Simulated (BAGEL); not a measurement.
**GaH3Se (SMILES [GaH2][SeH]) at PBE0/aug-cc-pVDZ (density fitting with qzvpp-jkfit)**

What is the energy change on altering one bond length of GaH3Se at PBE0/aug-cc-pVDZ (density fitting with qzvpp-jkfit)? 

The calculation is run with BAGEL 1.2.2.

1 further run of the same task is left out (it didn't finish).

## 1. Starting point

GaH3Se has 5 atoms, charge 0, and is taken as a singlet. SMILES: `[GaH2][SeH]`. The shape is that of a PBE0-D4/def2-TZVP optimisation.

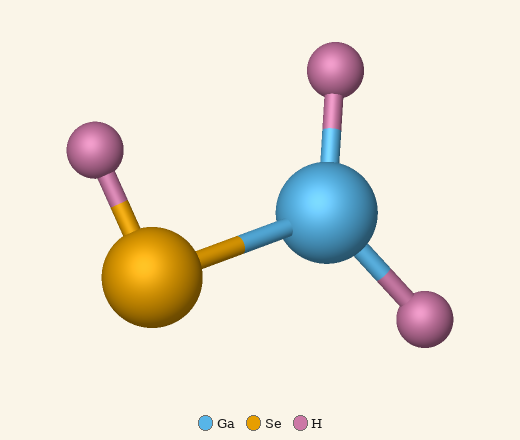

The structure, seen from a chosen angle (gallium blue, selenium amber, hydrogen pink).

## 2. A single-point energy at PBE0/aug-cc-pVDZ (density fitting with qzvpp-jkfit)

File calc.json:

```json
{ "bagel": [

{
  "title": "molecule",
  "basis": "aug-cc-pvdz.json",
  "df_basis": "qzvpp-jkfit",
  "angstrom": true,
  "geometry": [
    { "atom": "Ga", "xyz": [   -0.491300,   -0.510600,   -0.176500 ] },
    { "atom": "Se", "xyz": [    0.747000,    1.439100,   -0.414500 ] },
    { "atom": "H", "xyz": [   -0.183900,   -1.440400,    1.037800 ] },
    { "atom": "H", "xyz": [   -1.567500,   -0.750300,   -1.280000 ] },
    { "atom": "H", "xyz": [    1.545600,    1.188600,    0.791900 ] }
  ]
},
{
  "title": "ks",
  "xc_func": "pbe0"
},
{
  "title": "print",
  "file": "orbitals.molden",
  "orbitals": true
}

]}
```

The basis set aug-cc-pVDZ is read from a file made from the Basis Set Exchange's data (not shown).

Run with:

```
BAGEL_NUM_THREADS=1 BAGEL calc.json > calc.out
```

Log:

```text
* using 1 threads per process

  ===============================================================
  ===============================================================

  *** Geometry ***

  { "atom" : "Ga", "xyz" : [     -0.928422,     -0.964894,     -0.333537 ] },
  { "atom" : "Se", "xyz" : [      1.411625,      2.719505,     -0.783291 ] },
  { "atom" : "H", "xyz" : [     -0.347521,     -2.721962,      1.961158 ] },
  { "atom" : "H", "xyz" : [     -2.962146,     -1.417862,     -2.418849 ] },
  { "atom" : "H", "xyz" : [      2.920761,      2.246128,      1.496474 ] },

  Number of auxiliary basis functions:      586

  Since a DF basis is specified, we compute 2- and 3-index integrals:
    o Being stored without compression. Storage requirement is 0.046 GB

  Number of basis functions:       99
  Number of electrons      :       68

    * METHOD: MOLECULE                             0.51

  *** Kohn-Sham DFT ***

    * Removing 6899 points whose weight is below 1.00e-10
    * Grid points: 67631

  === Nuclear Repulsion ===
   290.5987612895

       - DIIS with orbital gradients will be used.

  === KS iteration (pbe0 / aug-cc-pvdz.json) ===
      0      -4314.39726473          0.06251241           0.64
      1      -4191.25974471          0.24777809           0.37
      2      -4268.26735152          0.10595630           0.55
      3      -4187.53964622          0.13259175           0.60
      4      -4324.45959514          0.04410183           0.61
      5      -4327.38542914          0.02044602           0.62
      6      -4327.61757928          0.00428600           0.63
      7      -4327.63150779          0.00058762           0.61
      8      -4327.63175630          0.00024970           0.61
      9      -4327.63179140          0.00004492           0.60
     10      -4327.63179260          0.00001048           0.37
     11      -4327.63179265          0.00000268           0.33
     12      -4327.63179266          0.00000146           0.60
     13      -4327.63179266          0.00000016           0.66
     14      -4327.63179266          0.00000004           0.64
     15      -4327.63179266          0.00000001           0.65
     16      -4327.63179266          0.00000000           0.59
    * SCF iteration converged.

    * Permanent dipole moment:
           (    0.052337,     0.306201,    -0.211873) a.u.

    * METHOD: KS                                  10.20

    * METHOD: PRINT                                0.01

  ===============================================================
```

Run time: 11 s. Hardware: 1 thread of Intel Xeon 6975P-C (Granite Rapids), shared host; peak memory 0.39 GiB.

## 3. The distorted shape

File calc.json:

```json
{ "bagel": [

{
  "title": "molecule",
  "basis": "aug-cc-pvdz.json",
  "df_basis": "qzvpp-jkfit",
  "angstrom": true,
  "geometry": [
    { "atom": "Ga", "xyz": [   -1.481953,   -2.070381,    0.013903 ] },
    { "atom": "Se", "xyz": [    0.747000,    1.439100,   -0.414500 ] },
    { "atom": "H", "xyz": [   -1.174553,   -3.000181,    1.228203 ] },
    { "atom": "H", "xyz": [   -2.558153,   -2.310081,   -1.089597 ] },
    { "atom": "H", "xyz": [    1.545600,    1.188600,    0.791900 ] }
  ]
},
{ "title": "ks", "xc_func": "pbe0" },
{ "title": "print", "file": "orbitals.molden", "orbitals": true }

]}
```

The basis set aug-cc-pVDZ is read from a file made from the Basis Set Exchange's data (not shown).

Run with:

```
BAGEL_NUM_THREADS=1 BAGEL calc.json > calc.out
```

Log:

```text
* using 1 threads per process

  ===============================================================
  ===============================================================

  *** Geometry ***

  { "atom" : "Ga", "xyz" : [     -2.800485,     -3.912453,      0.026273 ] },
  { "atom" : "Se", "xyz" : [      1.411625,      2.719505,     -0.783291 ] },
  { "atom" : "H", "xyz" : [     -2.219583,     -5.669520,      2.320967 ] },
  { "atom" : "H", "xyz" : [     -4.834209,     -4.365420,     -2.059040 ] },
  { "atom" : "H", "xyz" : [      2.920761,      2.246128,      1.496474 ] },

  Number of auxiliary basis functions:      586

  Since a DF basis is specified, we compute 2- and 3-index integrals:
    o Being stored without compression. Storage requirement is 0.046 GB

  Number of basis functions:       99
  Number of electrons      :       68

    * METHOD: MOLECULE                             0.29

  *** Kohn-Sham DFT ***

    * Removing 5650 points whose weight is below 1.00e-10
    * Grid points: 68880

  === Nuclear Repulsion ===
   177.8454183899

       - DIIS with orbital gradients will be used.

  === KS iteration (pbe0 / aug-cc-pvdz.json) ===
      0      -4317.10360664          0.04711825           0.48
      1      -4197.86874173          0.25763631           0.55
      2      -4204.11337202          0.06357464           0.63
      3      -3986.21246075          0.13983130           0.63
      4      -4166.98297527          0.08670607           0.63
      5      -4307.64367545          0.05042487           0.64
      6      -4325.74110428          0.03320628           0.60
      7      -4327.33260458          0.01165103           0.44
      8      -4327.18462929          0.01561226           0.42
      9      -4327.19243219          0.01507557           0.37
     10      -4327.47067358          0.00570331           0.46
     11      -4326.84457964          0.03239767           0.45
     12      -4327.43273707          0.00909475           0.53
     13      -4327.50517193          0.00110673           0.64
     14      -4327.50570574          0.00061019           0.59
     15      -4327.50602161          0.00006923           0.37
     16      -4327.50602443          0.00002162           0.53
     17      -4327.50602477          0.00000736           0.44
     18      -4327.50602482          0.00000123           0.41
     19      -4327.50602482          0.00000019           0.43
     20      -4327.50602482          0.00000021           0.42
     21      -4327.50602482          0.00000006           0.43
     22      -4327.50602482          0.00000001           0.43
    * SCF iteration converged.

    * Permanent dipole moment:
           (    1.239294,     2.091667,    -0.364818) a.u.

    * METHOD: KS                                  11.93

    * METHOD: PRINT                                0.01

  ===============================================================
```

Wall time 13 s (1 thread of Intel Xeon 6975P-C (Granite Rapids), shared host); peak memory 0.4 GiB.

## 4. Summary of results

At PBE0/aug-cc-pVDZ (density fitting with qzvpp-jkfit):

```
                                                           quantity           value
                                          first shape: total energy  -4327.63179 Eh
                                         first shape: dipole moment          0.96 D
                                           first shape: HOMO energy        -7.34 eV
                                           first shape: LUMO energy        -1.61 eV
                                         first shape: HOMO–LUMO gap         5.72 eV
                                      distorted shape: total energy  -4327.50602 Eh
                                     distorted shape: dipole moment          6.25 D
                                       distorted shape: HOMO energy        -5.77 eV
                                       distorted shape: LUMO energy        -4.00 eV
                                     distorted shape: HOMO–LUMO gap         1.77 eV
energy change with the Ga1–Se2 bond stretched from 2.322 to 4.179 Å        3.422 eV
```

What this shows: One bond (distorted shape) is far stretched, which a spin-restricted single reference describes badly; a broken-symmetry solution may lie lower. With the Ga1–Se2 bond stretched from 2.322 to 4.179 Å the energy rises by 3.42 eV (79 kcal/mol). The first shape isn't relaxed at this level, so the change isn't measured from a minimum. A restricted reference can't describe the breaking bond well at this length.
